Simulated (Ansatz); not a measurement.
# AlAsH4O (SMILES [AlH2][O][AsH2]): one structure at several levels

A test off equilibrium: a structure displaced at random from a GFN2-xTB minimum is computed at several levels, and each is set against CCSD(T).

The runs use Ansatz 0.2.0, Gaussian basis; single points in def2-TZVPP.

Correlated methods freeze the cores. Filled d shells of the heavier atoms are correlated.

## Step 1: Where the work starts

SMILES `[AlH2][O][AsH2]`, 7 atoms, charge 0, spin multiplicity 1.

Atoms are counted from 1 here; the program's logs count them from 0.

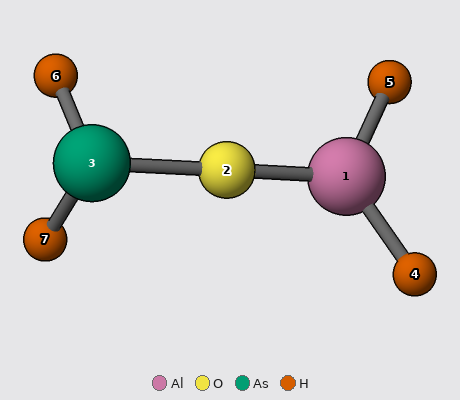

Start geometry, drawn with aluminium pink, oxygen yellow, arsenic teal, hydrogen orange; atoms are numbered from 1 in the order of the file.

Coordinates:

```tsv
atom	x (Å)	y (Å)	z (Å)
Al1	-1.46790	0.46390	-0.66640
O2	0.19230	0.05030	-0.30960
As3	1.95550	-0.44770	0.23170
H4	-2.26290	-0.37630	-1.84150
H5	-2.23100	1.71580	0.21150
H6	2.10280	0.35470	1.50380
H7	1.59570	-1.77300	1.05240
```

## Step 2: CCSD(T)/def2-TZVPP

File run/in.yaml:

```yaml
crystal:
  periodic: [false, false, false]
  atoms:
    - {symbol: Al, position_ang: [-1.467900, 0.463900, -0.666400]}
    - {symbol: O, position_ang: [0.192300, 0.050300, -0.309600]}
    - {symbol: As, position_ang: [1.955500, -0.447700, 0.231700]}
    - {symbol: H, position_ang: [-2.262900, -0.376300, -1.841500]}
    - {symbol: H, position_ang: [-2.231000, 1.715800, 0.211500]}
    - {symbol: H, position_ang: [2.102800, 0.354700, 1.503800]}
    - {symbol: H, position_ang: [1.595700, -1.773000, 1.052400]}
basis:
  gaussian: {orbitals: def2-TZVPP}
correlation: {method: ccsd_t}
output: {forces: true}
```

No record of the launch command was kept for these runs.

## Step 3: PBE0-D4/def2-TZVPP

run/in.yaml, as its differences from that of step 2:

```diff
@@ -12,3 +12,3 @@
   gaussian: {orbitals: def2-TZVPP}
-correlation: {method: ccsd_t}
-output: {forces: true}
+hamiltonian: {xc: pbe0, dispersion: d4}
+output: {forces: true, orbitals: {seedname: orbitals}}
```

## Step 4: wB97M-V/def2-TZVPP

run/in.yaml, as its differences from that of step 3:

```diff
@@ -12,3 +12,3 @@
   gaussian: {orbitals: def2-TZVPP}
-hamiltonian: {xc: pbe0, dispersion: d4}
-output: {forces: true, orbitals: {seedname: orbitals}}
+hamiltonian: {xc: {name: wB97M-V}}
+output: {forces: true}
```

## Step 5: r2SCAN-D4/def2-TZVPP

run/in.yaml, as its differences from that of step 4:

```diff
@@ -12,3 +12,3 @@
   gaussian: {orbitals: def2-TZVPP}
-hamiltonian: {xc: {name: wB97M-V}}
+hamiltonian: {xc: r2scan, dispersion: d4}
 output: {forces: true}
```

## Step 6: PBE-D4/def2-TZVPP

run/in.yaml, as its differences from that of step 5:

```diff
@@ -12,3 +12,3 @@
   gaussian: {orbitals: def2-TZVPP}
-hamiltonian: {xc: r2scan, dispersion: d4}
+hamiltonian: {xc: pbe, dispersion: d4}
 output: {forces: true}
```

## Step 7: HSE06-D4/def2-TZVPP

run/in.yaml, as its differences from that of step 6:

```diff
@@ -12,3 +12,3 @@
   gaussian: {orbitals: def2-TZVPP}
-hamiltonian: {xc: pbe, dispersion: d4}
+hamiltonian: {xc: hse06, dispersion: d4}
 output: {forces: true}
```

## Step 8: B97M-V/def2-TZVPP

run/in.yaml, as its differences from that of step 7:

```diff
@@ -12,3 +12,3 @@
   gaussian: {orbitals: def2-TZVPP}
-hamiltonian: {xc: hse06, dispersion: d4}
+hamiltonian: {xc: {name: B97M-V}}
 output: {forces: true}
```

(Steps that only read results are left out.)

Q: Predict the outcome of this session. Wanted: energy less free atoms, CCSD(T)/def2-TZVPP; RMS force component; RMS force error; HOMO and LUMO, PBE0-D4; T1 diagnostic.

As calculated:

| quantity | value |
| --- | --- |
| energy less free atoms, CCSD(T)/def2-TZVPP | -1843.9 kJ/mol |
| RMS force component | 0.644 to 0.770 eV/Å over the methods |
| RMS force error | PBE0-D4 0.068, wB97M-V 0.044, r2SCAN-D4 0.082, PBE-D4 0.223, HSE06-D4 0.070, B97M-V 0.114 eV/Å |
| HOMO and LUMO, PBE0-D4 | -7.38 and -1.26 eV |
| T1 diagnostic | 0.014 |

What this shows: Against CCSD(T) the functionals' energies less atoms differ by -91.4 to -3.9 kJ/mol, PBE-D4 by -61.4 kJ/mol. CCSD(T) in triple zeta still lacks some correlation energy of the bonds, so part of these gaps is its own basis error and they don't rank the functionals. For forces wB97M-V does best and PBE-D4 worst. Frozen-core CCSD(T) forces in triple zeta carry basis errors of their own, and this is one geometry, so small gaps rank nothing.
